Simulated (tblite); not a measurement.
# Frequency calculation of CH5GeN2OSi

- system: CH5GeN2OSi, multiplicity 2, SMILES N#[C][GeH2][O][SiH]N
- method: GFN2-xTB harmonic vibrations, gas phase (tblite 0.8.0)

It belongs to a series of runs on one base structure; here: H removed from Si.

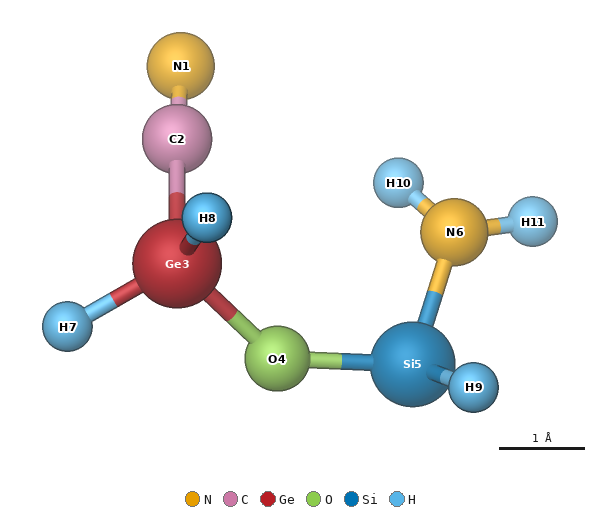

Figure 1. The input geometry (ball-and-stick view, seen at a tilt; atoms are numbered from 1 in the order of the input). Sticks mark near contacts.

### Summary

- outcome: converged
- total energy: −496.0545 eV
- zero-point energy: 37.0140 kcal/mol
- hardware: 1 CPU thread, shared host
- peak memory: 0.18 GiB

### The input
```
{"job": {"kind": "ir", "xc": "GFN2-xTB", "basis": "xTB"}, "charge": 0, "multiplicity": 2}
N     -1.242131     2.502973     1.109003
C     -1.423290     1.428992     0.752604
Ge    -1.647026    -0.384313     0.142450
O     -0.240604    -0.795093    -0.763185
Si     1.387731    -0.867727    -0.592138
N      1.856758     0.324359     0.564423
H     -2.768843    -0.449450    -0.851412
H     -1.786968    -1.268565     1.356286
H      1.717081    -2.175826    -0.023131
H      1.318918     1.175434     0.642334
H      2.833798     0.511885     0.716644
```

The first line tells a small driver script what to run in tblite; the rest is the geometry in Å.

Run as:
```bash
OMP_NUM_THREADS=1 python <driver script> task.json out
```

### The program's output
```
mode    cm-1     km/mol
  1      32.5      2.97
  2      59.3      4.33
  3      91.8      3.72
  4     121.3      9.15
  5     214.9     12.63
  6     236.1      7.76
  7     259.0      8.61
  8     341.4     15.86
  9     430.2     24.26
 10     459.7     27.50
 11     489.7     56.66
 12     516.9    206.81
 13     578.9     57.34
 14     602.6     67.42
 15     607.9     20.45
 16     677.4    266.69
 17     755.5    225.03
 18     791.8     26.89
 19     851.0    127.91
 20     899.9    234.92
 21    1506.6     58.93
 22    1896.3    294.44
 23    1991.8    413.99
 24    2200.5    268.91
 25    2317.5     98.84
 26    3447.6      4.99
 27    3513.2      0.91
```

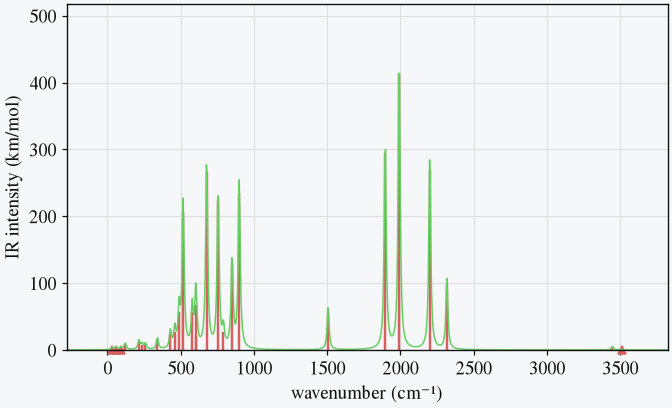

Figure 2. Harmonic infrared spectrum, unscaled: sticks (degenerate modes added up, dark ones marked on the axis) with a Lorentzian envelope of 16 cm⁻¹ full width, scaled to the tallest stick. 27 modes from 32 to 3513 cm⁻¹, none imaginary. The strongest line is at 1992 cm⁻¹ (414 km/mol).
